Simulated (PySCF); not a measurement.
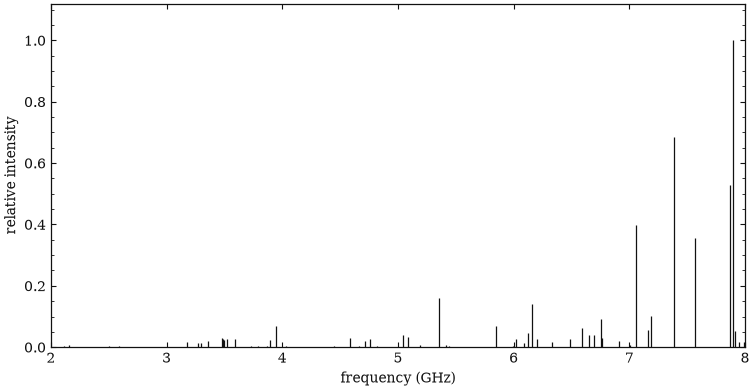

Simulated rotational absorption lines between 2 and 8 GHz at 10 K: rigid rotor with the equilibrium constants and dipole of one optimised conformer (PBE0-D3(BJ)/def2-SVP, PySCF 2.14.0), commonest isotopes; no centrifugal distortion, hyperfine structure, internal rotation or nuclear-spin weights; lines within 1 MHz of each other are summed.

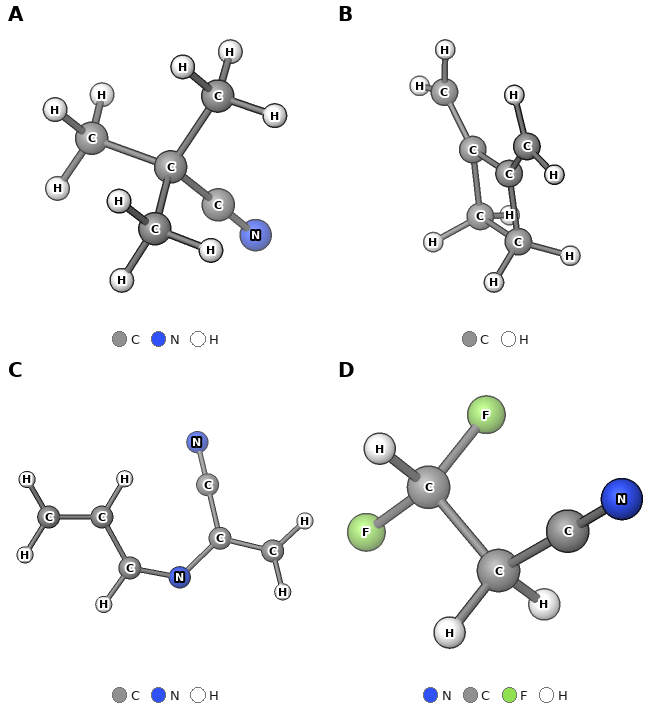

Which molecule gives this spectrum? Choose among the lettered structures.

Structure D, C₃H₃F₂N, SMILES N#CCC(F)F. Rotational constants A, B, C = 8.867, 2.130, 1.812 GHz, |μa|, |μb|, |μc| = 1.86, 2.09, 0.13 D.

Known limits of this run: coarse grid, loose stop and no frequency check, small forces are noise and the end may be a saddle.
